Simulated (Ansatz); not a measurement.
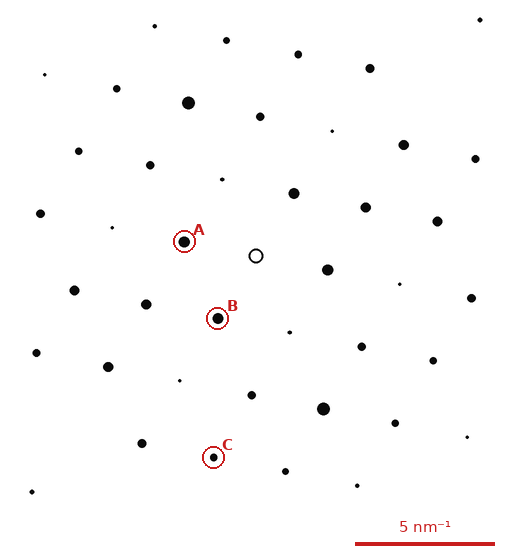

The pattern is a kinematic simulation for 200 kV electrons (no multiple scattering; isotropic B = 0.5 Å²). The zone axis points towards the electron source and the pattern is seen from the source side.

The sample is I, space group Cmce (No. 64), a = 8.921 Å, b = 4.616 Å, c = 9.880 Å. Structure: the geometry relaxed at fixed volume with DFT PBE, spin-orbit coupling, plane waves, PAW in Ansatz.

| atom | site | symmetry | x | y | z |
| --- | --- | --- | --- | --- | --- |
| I | 8f | m.. | 0.0000 | 0.6615 | 0.6221 |

Spot A is indexed -1 -1 1 and spot B 1 -1 -1.

What are the indices of the remaining marked spot?

Answer. C = −A + 3B = 4 -2 -4 (d = 1.345 Å).

Which zone axis is this?

Answer. The cross product of A and B is parallel to [101]; every spot obeys hu + kv + lw = 0.

What are the spacings of A and B and the angle between them?

Answer. d(A) = 3.787 Å, d(B) = 3.787 Å, and the angle is 69.8°.
